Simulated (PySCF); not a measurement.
# Single-point calculation of SnF

- system: SnF, multiplicity 2
- method: UHF/def2-svp, stability (PySCF 2.14.0)

Some settings of this run were made unusual or wrong on purpose.

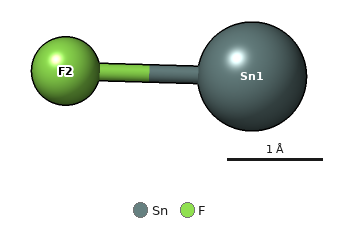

Figure 1. The input geometry (ball-and-stick view, seen at a tilt; atoms are numbered from 1 in the order of the input). Sticks mark near contacts. Bond lengths as drawn: F–Sn 1.97 Å.

Input
```python
from pyscf import gto, scf

mol = gto.M(
    atom='Sn 0 0 0; F 0 0 1.965',
    basis='def2-svp',
    charge=0,
    spin=1,
    verbose=4,
)
mf = scf.UHF(mol)
mf.kernel()
mf.stability(internal=True, external=True)
mf.dip_moment()
print('orbital energies (hartree):', [e[max(0, n-3):n+3].round(4) for e, n in zip(mf.mo_energy, mol.nelec)])
```

Hardware: 1 CPU thread, shared host.

Command:
```bash
OMP_NUM_THREADS=1 python input.py
```

The program's output
```
PySCF version 2.14.0

[INPUT] verbose = 4
[INPUT] num. atoms = 2
[INPUT] num. electrons = 59
[INPUT] charge = 0
[INPUT] spin (= nelec alpha-beta = 2S) = 1
[INPUT] symmetry False subgroup None
[INPUT] Mole.unit = angstrom
[INPUT] Symbol           X                Y                Z      unit          X                Y                Z       unit  Magmom
[INPUT]  1 Sn     0.000000000000   0.000000000000   0.000000000000 AA    0.000000000000   0.000000000000   0.000000000000 Bohr   0.0
[INPUT]  2 F      0.000000000000   0.000000000000   1.965000000000 AA    0.000000000000   0.000000000000   3.713311834770 Bohr   0.0

nuclear repulsion = 121.185620821374
number of shells = 16
number of NR pGTOs = 85
number of NR cGTOs = 40
basis = def2-svp
ecp = {}

WARN: ECP not specified. The basis set def2-svp include an ECP. Recommended ECP: def2-SVP.

******** <class 'pyscf.scf.uhf.UHF'> ********
method = UHF
initial guess = minao
damping factor = 0
level_shift factor = 0
DIIS = <class 'pyscf.scf.diis.CDIIS'>
diis_start_cycle = 1
diis_space = 8
diis_damp = 0
SCF conv_tol = 1e-09
SCF conv_tol_grad = None
SCF max_cycles = 50
direct_scf = True
direct_scf_tol = 1e-13
number electrons alpha = 30  beta = 29
Set gradient conv threshold to 3.16228e-05
init E= -1495.21507053428

WARN: alpha nocc = 30  HOMO -4.74246579583229 >= LUMO -4.74246579583227

  beta  nocc = 29  HOMO = -5.06545814787569  LUMO = -4.74246579583229

WARN: HOMO -4.74246579583229 >= LUMO -4.74246579583229

cycle= 1 E= -1737.0771271164  delta_E= -242  |g|= 2.27  |ddm|= 23.2
  alpha nocc = 30  HOMO = 0.0782970810992298  LUMO = 0.0902722589680351
  beta  nocc = 29  HOMO = 0.023658281743729  LUMO = 0.082471490972253
  HOMO = 0.0782970810992  LUMO = 0.0824714909723  gap/eV = 0.11359
cycle= 2 E= -1735.69602157023  delta_E= 1.38  |g|= 2.55  |ddm|= 11.8
  alpha nocc = 30  HOMO = -0.210728599280292  LUMO = -0.176066729626084
  beta  nocc = 29  HOMO = -0.199641128740446  LUMO = -0.196478921575567
  HOMO = -0.19964112874  LUMO = -0.196478921576  gap/eV = 0.08605
cycle= 3 E= -1740.27245310847  delta_E= -4.58  |g|= 0.517  |ddm|= 5.28
  alpha nocc = 30  HOMO = -0.264246498320569  LUMO = -0.141053929397347
  beta  nocc = 29  HOMO = -0.250087761021367  LUMO = -0.168266373128087
  HOMO = -0.250087761021  LUMO = -0.168266373128  gap/eV = 2.22647
cycle= 4 E= -1740.35328186768  delta_E= -0.0808  |g|= 0.173  |ddm|= 1.05
  alpha nocc = 30  HOMO = -0.257373726811348  LUMO = -0.121622979863371
  beta  nocc = 29  HOMO = -0.241543511968251  LUMO = -0.151317993756227
  HOMO = -0.241543511968  LUMO = -0.151317993756  gap/eV = 2.45516
cycle= 5 E= -1740.3626904309  delta_E= -0.00941  |g|= 0.0528  |ddm|= 0.47
  alpha nocc = 30  HOMO = -0.250986593586367  LUMO = -0.117875821453827
  beta  nocc = 29  HOMO = -0.234784735400526  LUMO = -0.147946700072056
  HOMO = -0.234784735401  LUMO = -0.147946700072  gap/eV = 2.36298
cycle= 6 E= -1740.36352311392  delta_E= -0.000833  |g|= 0.00627  |ddm|= 0.114
  alpha nocc = 30  HOMO = -0.250205493176054  LUMO = -0.117037267921781
  beta  nocc = 29  HOMO = -0.233911364522667  LUMO = -0.147184603927466
  HOMO = -0.233911364523  LUMO = -0.147184603927  gap/eV = 2.35996
cycle= 7 E= -1740.36353694963  delta_E= -1.38e-05  |g|= 0.000537  |ddm|= 0.00898
  alpha nocc = 30  HOMO = -0.250216152379577  LUMO = -0.117037463479449
  beta  nocc = 29  HOMO = -0.233920834514327  LUMO = -0.147183056198208
  HOMO = -0.233920834514  LUMO = -0.147183056198  gap/eV = 2.36026
cycle= 8 E= -1740.36353714789  delta_E= -1.98e-07  |g|= 0.000223  |ddm|= 0.00165
  alpha nocc = 30  HOMO = -0.250196520826925  LUMO = -0.117028607765957
  beta  nocc = 29  HOMO = -0.23389930320763  LUMO = -0.147174295487174
  HOMO = -0.233899303208  LUMO = -0.147174295487  gap/eV = 2.35991
cycle= 9 E= -1740.36353717792  delta_E= -3e-08  |g|= 2.72e-05  |ddm|= 0.000485
  alpha nocc = 30  HOMO = -0.250198629007695  LUMO = -0.117027972974116
  beta  nocc = 29  HOMO = -0.233900893860602  LUMO = -0.147173783883518
  HOMO = -0.233900893861  LUMO = -0.147173783884  gap/eV = 2.35996
cycle= 10 E= -1740.36353717852  delta_E= -5.98e-10  |g|= 4.48e-06  |ddm|= 6.63e-05
  alpha nocc = 30  HOMO = -0.250198521695336  LUMO = -0.117027942922475
  beta  nocc = 29  HOMO = -0.233900794166116  LUMO = -0.147173777208849
  HOMO = -0.233900794166  LUMO = -0.147173777209  gap/eV = 2.35996
```

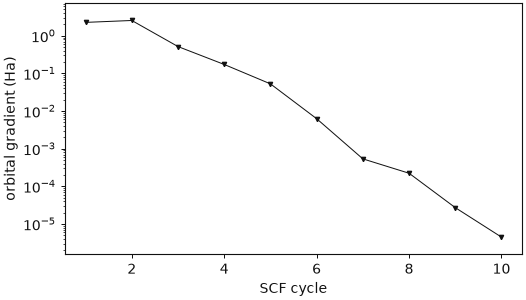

Figure 2. Convergence of the self-consistent field: orbital gradient against the SCF cycle. The residual falls almost steadily, with no more than small rises.

```
Extra cycle  E= -1740.36353717853  delta_E= -1.3e-11  |g|= 1.97e-06  |ddm|= 6.43e-06
converged SCF energy = -1740.36353717853  <S^2> = 0.750048  2S+1 = 2.000048
uhf_internal: lowest eigs of H = [-0.21838328 -0.09434555 -0.08952802]
<class 'pyscf.scf.uhf.UHF'> wavefunction has an internal instability
uhf_real2complex: lowest eigs of H = [-0.07649811 -0.07542624 -0.04632624]
<class 'pyscf.scf.uhf.UHF'> wavefunction has an real -> complex instability
uhf_external: lowest eigs of H = [-0.11550319 -0.06965705 -0.04658126]
<class 'pyscf.scf.uhf.UHF'> wavefunction has an UHF/UKS -> GHF/GKS instability
Dipole moment(X, Y, Z, Debye):  0.00000,  0.00000, -0.62623
orbital energies (hartree): [array([-0.5908, -0.3262, -0.2502, -0.1624,  1.1231,  1.2346]), array([-0.9202, -0.5443, -0.2339, -0.1472, -0.117 ,  1.124 ])]
```

What the run reported

| quantity | value |
| --- | --- |
| outcome | converged |
| SCF energy | −1740.363537 hartree |
| ⟨S²⟩ | 0.750 |
| stability analysis | internal: unstable; real -> complex: unstable; UHF/UKS -> GHF/GKS: unstable |
| dipole moment | 0.63 D |
| wall time | 1 s |

Some settings of this run were drawn to be unusual or wrong. It converged; results that depend on the unusual settings are not reference values. Notes on the run: ECP not specified.
